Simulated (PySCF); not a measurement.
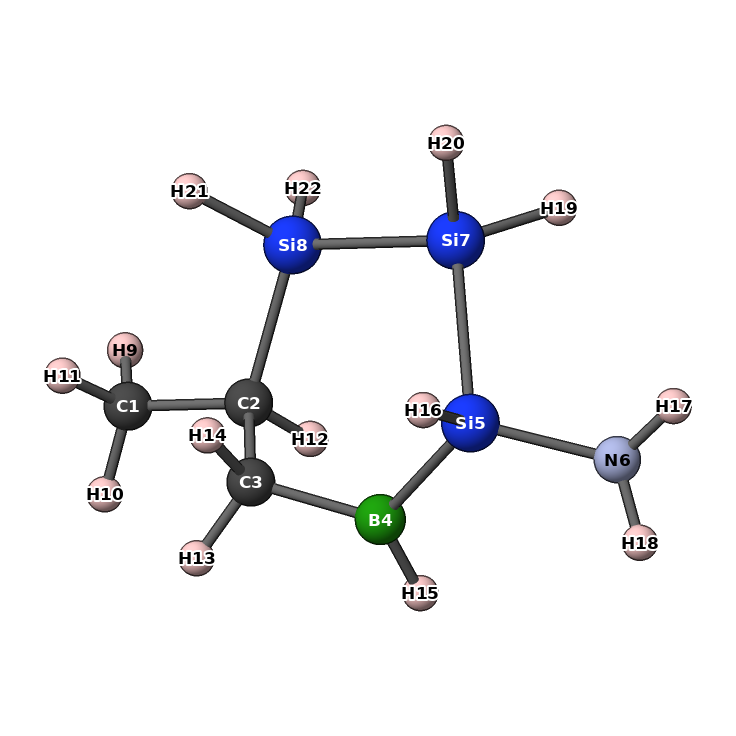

The questions are on isotropic NMR shieldings of the C atoms. The geometry was computed by an optimisation with GFN2-xTB. No frequency run is at hand to confirm it as a minimum. Level of theory: GIAO PBE0/pcSseg-1 NMR shielding, non-relativistic, gas phase (PySCF 2.14.0).

List the isotropic NMR shieldings of the C atoms.

```tsv
atom	σ (ppm)
C1	158.8
C2	165.2
C3	146.2
```

The geometry is semi-empirical. Around B, Si such bond lengths and angles can be off by a tenth of an ångström or more and by several degrees, and values that hang on the shape move with them.
